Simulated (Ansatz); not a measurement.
System: CH6OSn.

Input

```
crystal:
  periodic: [false, false, false]
  atoms:
    - { symbol: Sn, position_ang: [0.0, 0.0, 0.0] }
    - { symbol: O, position_ang: [1.2811, 0.0, 1.739] }
    - { symbol: H, position_ang: [0.3715, -0.2814, 2.0762] }
    - { symbol: H, position_ang: [1.8761, 0.0, 0.4941] }
    - { symbol: C, position_ang: [-1.0126, 1.7544, -0.716] }
    - { symbol: H, position_ang: [-2.0653, 1.5008, -0.9603] }
    - { symbol: H, position_ang: [-0.9943, 2.5391, 0.069] }
    - { symbol: H, position_ang: [-0.5023, 2.131, -1.6269] }
    - { symbol: H, position_ang: [-0.8195, -1.4198, -0.5794] }
basis:
  gaussian: { orbitals: def2-SVP }
hamiltonian:
  xc: hf
relax:
  f_tol: 0.15
  max_steps: 25
  restrain:
    - { distance: [1, 3], at: 2.21, k: 30.0 }
    - { distance: [0, 1], at: 1.96, k: 30.0 }
    - { distance: [0, 3], at: 1.74, k: 30.0 }
output:
  orbitals: {}
```

Run with:

```sh
ansatz run input.yaml --threads 1 --pin off --max-ram 2048MiB --backend cpu --events-out ev --progress --plain --runs-dir out
```

The fields are those of the run's last geometry, not of the input's.

Core potentials replace the inner electrons of Sn; not at a stationary point (largest force 1.7 eV/Å).

All numbers below come from RHF/def2-SVP (Ansatz 0.2.0).

Q: What will maps of the electron density and electron localisation function show?

A: Sn–O (1.96 Å): ρ at the midpoint is about 0.73 e/Å³; the ELF peaks at about 0.85 in the valence shell of O, 0.6 Å from its nucleus, and drops to about 0.10 between the two atoms.
C–Sn (2.15 Å): the density is about 0.69 e/Å³ at the midpoint; the ELF peaks at about 0.95 in the valence shell of C, 0.7 Å from its nucleus, and drops to about 0.15 between the two atoms.

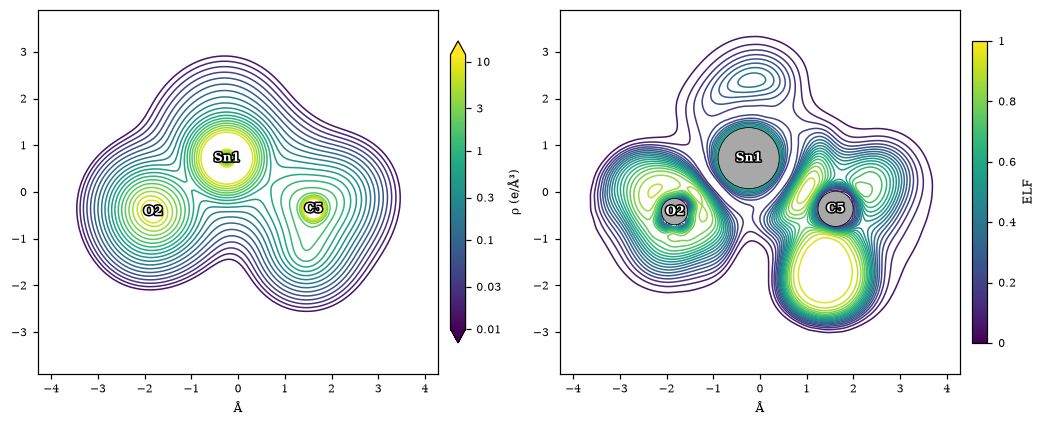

Computed electron density and electron localisation function on the plane of atoms O2, Sn1 and C5, in this order. Grey discs cover the atomic cores in the ELF map. 
